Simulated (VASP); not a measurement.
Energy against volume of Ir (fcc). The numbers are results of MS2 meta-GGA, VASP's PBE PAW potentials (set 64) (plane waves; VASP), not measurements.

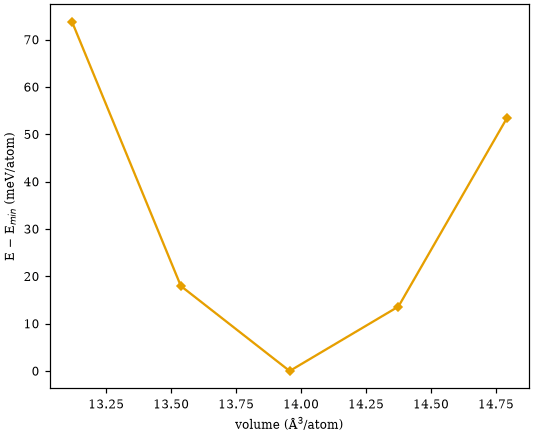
Figure. Energy against volume

**Question.** Estimate the equilibrium volume and the bulk modulus.

**Answer.** The minimum lies near 14.0 Å³/atom, and the curvature gives B0 of about 400 GPa.

Measured: bulk modulus 365 GPa at 0 K (computed value off by +9.3 %), as given by H. Levämäki et al., Physical Review B (2014), arXiv:1402.3671 [corrected for temperature and zero-point phonon effects]; a 3.831 Å at 0 K (computed value off by -0.2 %), as given by Daniel Mejia-Rodriguez et al., Physical Review B (2018), arXiv:1807.09216 [static lattice: zero-point anharmonic expansion removed].

The compound is Ir in the fcc structure. It was relaxed first.
